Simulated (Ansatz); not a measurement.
CH₅BClN: several calculations on one system

## 1. Relaxation

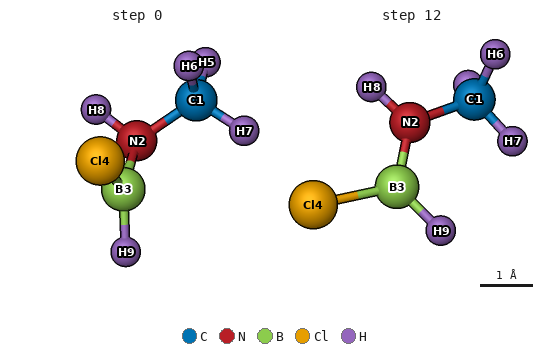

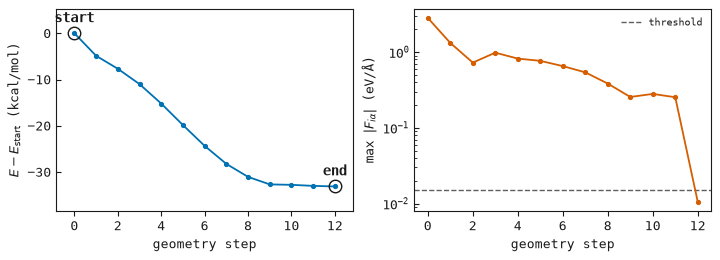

First and last geometry of a relaxation of CH5BClN, with the history of the run. Style: ball-and-stick. Shown from a free direction.

The run prepares an end point of a later path (torsion) calculation, from a guessed geometry.

Theory: Ansatz 0.2.0, RKS revPBE-D4/cc-pVDZ. Settings: no spin polarisation; force threshold 0.015 eV/Å; at most 40 steps.

Question: What do the curves and the structures tell?

Answer: It converged. Cl4 moves most after the best rigid fit: 1.68 Å. By element the largest moves are Cl 1.68 Å, H 0.97 Å, N 0.81 Å, B 0.13 Å, C 0.13 Å. Near-neighbour distances that change, for instance: N2–B3 1.524 → 1.398 Å, C1–H6 1.186 → 1.111 Å, B3–Cl4 1.761 → 1.797 Å, C1–N2 1.425 → 1.459 Å. Bond angles that change, for instance: C1–N2–B3 110.9° → 126.3°, B3–N2–H8 107.8° → 119.0°, C1–N2–H8 108.9° → 114.7°. The energy falls by 33.1 kcal/mol in 12 geometry steps. The largest force component goes from 2.8 to 0.011 eV/Å.

| step | E − E(0), kcal/mol | largest force component, eV/Å |
| --- | --- | --- |
| 0 | 0.00 | 2.8268 |
| 1 | -4.87 | 1.3239 |
| 2 | -7.67 | 0.7272 |
| 3 | -10.99 | 0.9839 |
| 4 | -15.20 | 0.8219 |
| 5 | -19.85 | 0.7671 |
| 6 | -24.35 | 0.6542 |
| 7 | -28.24 | 0.5409 |
| 8 | -31.05 | 0.3847 |
| 9 | -32.68 | 0.2559 |
| 10 | -32.77 | 0.2808 |
| 11 | -33.00 | 0.2539 |
| 12 | -33.12 | 0.0106 |

## 2. Relaxation

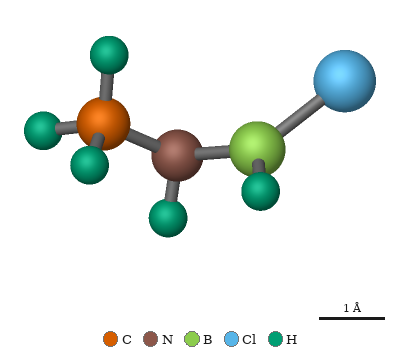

This is the input geometry for a relaxation of CH5BClN. Style: ball-and-stick. Shown face on.

The run prepares an end point of a later path (torsion) calculation, from a guessed geometry.

These are results of RKS revPBE-D4/cc-pVDZ (Ansatz 0.2.0), not measurements.

The input:
```yaml
crystal:
  periodic: [false, false, false]
  atoms:
    - { symbol: C, position_ang: [0.3969, 0.4811, -0.9137] }
    - { symbol: "N", position_ang: [0.2175, -0.7457, -0.2104] }
    - { symbol: B, position_ang: [-0.1451, -0.4896, 1.2477] }
    - { symbol: Cl, position_ang: [0.90988, -0.91727, 2.59122] }
    - { symbol: H, position_ang: [0.6127, 0.3139, -2.0024] }
    - { symbol: H, position_ang: [-0.6081, 1.1116, -0.9115] }
    - { symbol: H, position_ang: [1.1908, 1.1454, -0.4839] }
    - { symbol: H, position_ang: [-0.5409, -1.2551, -0.6313] }
    - { symbol: H, position_ang: [-1.203, 0.09519, 1.51925] }
basis:
  gaussian: { orbitals: cc-pVDZ }
hamiltonian:
  xc: revpbe
  dispersion: d4
relax:
  f_tol: 0.015
  max_steps: 40
```

Run as
```bash
ansatz run input.yaml --threads 1 --pin off --max-ram 2048MiB --backend cpu --events-out ev --progress --plain --runs-dir out
```

**Where does the relaxation end?**

Over 13 accepted moves (14 points after the start) the energy falls by 1.465 eV. The largest force component goes from 2.9 to 0.0031 eV/Å. The line search rejected the trial step at point 10 of the run. The atom that moves furthest after the best rigid fit is H9 (1.52 Å). By element the largest moves are H 1.52 Å, Cl 1.02 Å, N 0.73 Å, B 0.19 Å, C 0.09 Å. Near-neighbour distances that change, for instance: N2–B3 1.524 → 1.400 Å, C1–H6 1.186 → 1.111 Å, B3–Cl4 1.761 → 1.796 Å, C1–N2 1.425 → 1.460 Å. Among the angles between lasting bonds that change: C1–N2–B3 110.9° → 129.3°, B3–N2–H8 107.8° → 116.6°, C1–N2–H8 108.9° → 114.1°.

The structure at the end:

```xyz
9

C     0.4673    0.5376   -0.9278
N    -0.3699   -0.3289   -0.1040
B    -0.2454   -0.6539    1.2517
Cl    1.0933    0.0229    2.2396
H     0.9047   -0.0211   -1.7824
H    -0.1159    1.3906   -1.3358
H     1.2920    0.9395   -0.3128
H    -1.1559   -0.7491   -0.6053
H    -1.0395   -1.3980    1.7817
```

The end point in the same view:

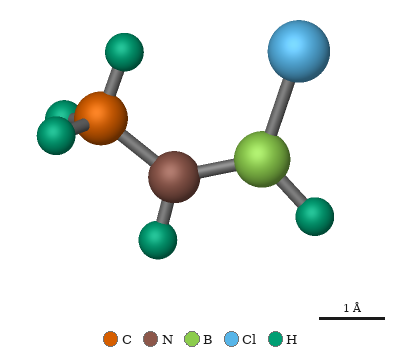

## 3. Path

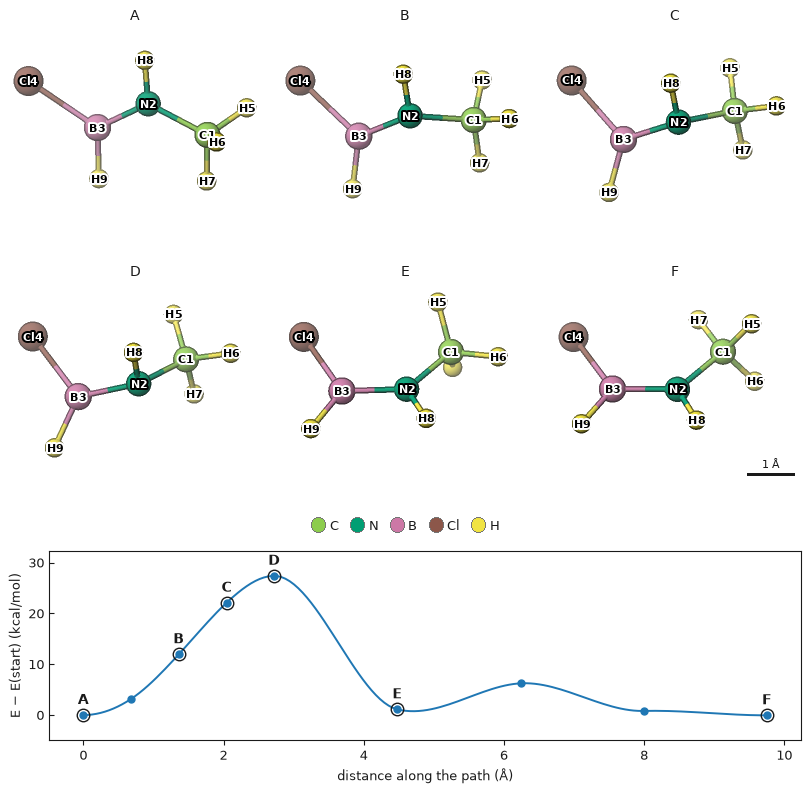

A search for the minimum-energy path of CH5BClN by the nudged elastic band. Images are numbered from 0 (start) to 8 (end). Frames A to F are images 0, 2, 3, 4, 5, 8. Style: ball-and-stick. Shown at a tilt.

Theory: RKS revPBE-D4/cc-pVDZ in Ansatz. Run with 7 movable images; climbing image; force threshold 0.03 eV/Å; iteration limit 60; starting path by image-dependent pair potential.

Read off the barrier and say what moves.

Answer. The barrier is about 27.4 kcal/mol in both directions, with image 4 at the top; the ends have nearly the same energy. The profile has 2 maxima (images 4, 6) with a dip at image 5 (+1.1 kcal/mol), so the process runs in steps. The path has more than one stage, and so few images may leave a stage unresolved. No bond forms or breaks between the ends. Bond angles that change up to the highest image, for instance: C1–N2–B3 126.3° → 115.1°, B3–N2–H8 119.0° → 109.5°. The band converged in 32 iterations. The largest component of the band force went from 1.7 to 0.03 eV/Å. The climbing image converged on the top of the path. Its vibrational analysis gives one imaginary mode (382i cm⁻¹), as a transition state must have.

The run took roughly 10 core-minutes on a shared host.
